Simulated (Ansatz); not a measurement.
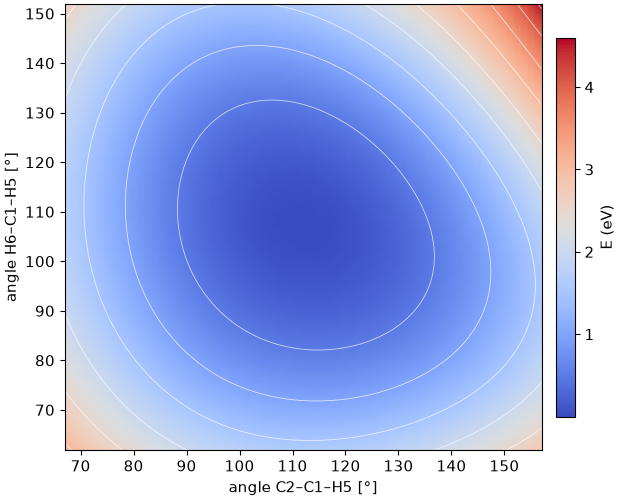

C₂H₄Cl, SMILES C[CH]Cl, spin multiplicity 2. 
- The first coordinate is: angle C2–C1–H5; the second: angle H6–C1–H5.
- Nothing is relaxed (all other coordinates rigid).
- The grid has 15 × 15 points.
- Points are written as (first, second).
- Energies are in eV, from the lowest grid point.
- Level of theory: Ansatz, UKS PBE0-D4/def2-TZVP.

The picture shows a smooth colour map with a few white contour lines. Between grid points the surface is interpolated.

The lowest grid point is at (112.0°, 106.9°). No other kind of well shows on this grid. The highest grid point, (157.0°, 151.9°), lies 4.60 eV above the lowest. Round the minimum the valley is somewhat tilted: raising angle C2–C1–H5 shifts the best value of angle H6–C1–H5 downwards (coupling k₁₂/√(k₁₁k₂₂) about 0.2).

The system is changed to C₂H₄F, SMILES C[CH]F, spin multiplicity 2; the new grid has 13 × 13 points, laid about the new relaxed structure.

What will the new map look like?

The minimum (interpolated where it lies between grid points) moves from (112.0°, 106.9°) to (112.1°, 107.3°). The curvature at the minimum changes by less than a tenth (about 5.7) eV/rad² along angle C2–C1–H5 and by less than a tenth (about 5.5) eV/rad² along angle H6–C1–H5.

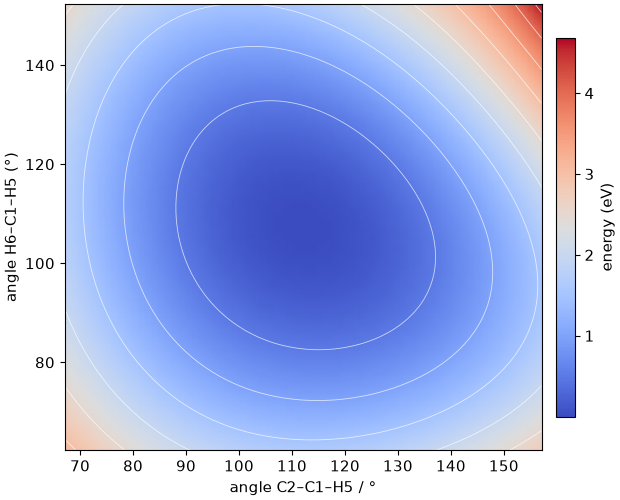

The map after the change, on a colour scale of its own. Drawn: a smooth colour map with a few white contour lines. Between grid points the surface is interpolated.
